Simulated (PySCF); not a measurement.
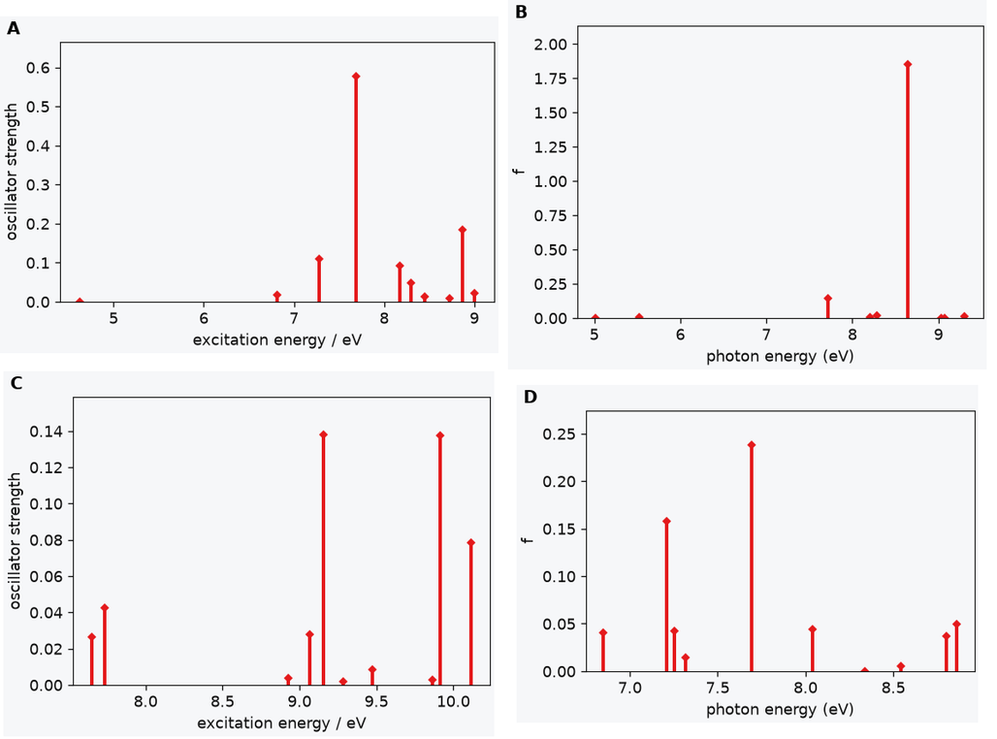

Vertical TDHF excitations, HF/def2-SVPD in PySCF 2.14.0, at a PBE0-D3(BJ)/def2-SVP geometry (no frequency check), gas phase. Each panel shows the lowest singlet states that were computed.

Pair each panel with its molecule.
1. CH₆NOPSi, SMILES C=N[Si@@H](O)P
2. SiN₂H₆, SMILES N[SiH2]N
3. GePH₄Br, SMILES [PH2][GeH2][Br], singlet
4. C₂H₇NSi₂, SMILES N[SiH2]C#C[SiH3]

A: 1 (S1 at 4.62 eV, brightest at 7.69 eV)
B: 4 (S1 at 5.02 eV, brightest at 8.64 eV)
C: 2 (S1 at 7.65 eV, brightest at 9.16 eV)
D: 3 (S1 at 6.85 eV, brightest at 7.69 eV)

Limits of at least one run: core orbitals are frozen in the response; one conformer of a flexible molecule; spin-orbit coupling is left out, and with Br it can shift these levels and split any degenerate set.
